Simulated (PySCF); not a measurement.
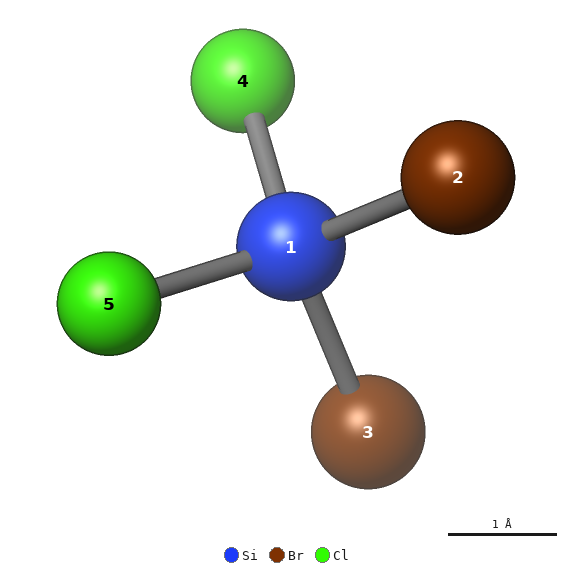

Orthographic view. Atoms fade into the background with distance from the viewer. Computed geometry: PBE0-D3(BJ)/def2-SVP optimisation. No frequency run is at hand to confirm it as a minimum.

Write a MOL file (V2000) with the atoms in numerical order, bonds sorted by atom number with the orders drawn, and coordinates in the frame of the picture: x right, y up, z towards the viewer, origin at the mean position.

```
SiBr2Cl2
                    3D

  5  4  0  0  0  0  0  0  0  0999 V2000
   -0.0300    0.0100   -0.0000 Si  0  0  0  0  0  4  0  0  0  0  0  0
    1.5200    0.6500    1.4200 Br  0  0  0  0  0  0  0  0  0  0  0  0
    0.6900   -1.7000   -1.1600 Br  0  0  0  0  0  0  0  0  0  0  0  0
   -0.4700    1.5500   -1.2700 Cl  0  0  0  0  0  0  0  0  0  0  0  0
   -1.7100   -0.5100    1.0200 Cl  0  0  0  0  0  0  0  0  0  0  0  0
  1  2  1  0
  1  3  1  0
  1  4  1  0
  1  5  1  0
M  END
```
